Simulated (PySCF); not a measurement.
C4H11NSi2, SMILES CC([SiH2][SiH2]C#N)C at its GFN2-xTB optimised geometry (Å):

```
18

C      1.8149    -0.6800     1.3480
C      1.2498    -1.1198     0.0000
C      1.8018    -0.2363    -1.1160
Si    -0.6643    -1.1198     0.0000
Si    -1.5299     1.0315     0.0000
C     -0.5328     2.1450     1.1224
N      0.0960     2.8041     1.8186
H      1.5297     0.3461     1.5740
H      2.9031    -0.7305     1.3409
H      1.4525    -1.3201     2.1498
H      1.5905    -2.1450    -0.1863
H      1.4165    -0.5443    -2.0866
H      1.5294     0.8060    -0.9512
H      2.8892    -0.2950    -1.1498
H     -1.1279    -1.9069     1.1518
H     -1.1161    -1.8285    -1.2091
H     -2.8892     1.1667     0.5363
H     -1.4802     1.7460    -1.2829
```

Calculation: PBE/def2-SVP (PySCF). Cells within 0.4 Å of a nucleus heavier than hydrogen are left out (blank, or x).

Map of the electrostatic potential (hartree/e), clipped to [-0.08, 0.12] on the plane z = 1.2 Å:

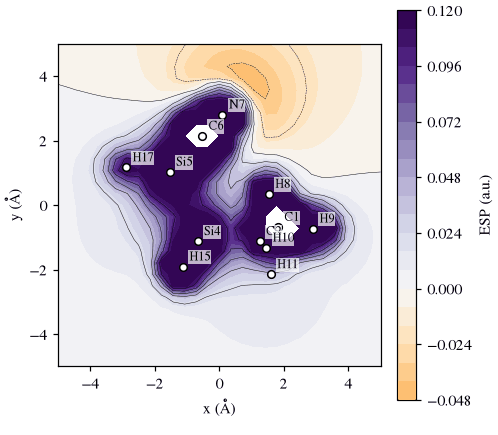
Electrostatic potential (hartree/e), clipped to [-0.08, 0.12] on the plane z = 1.2 Å.
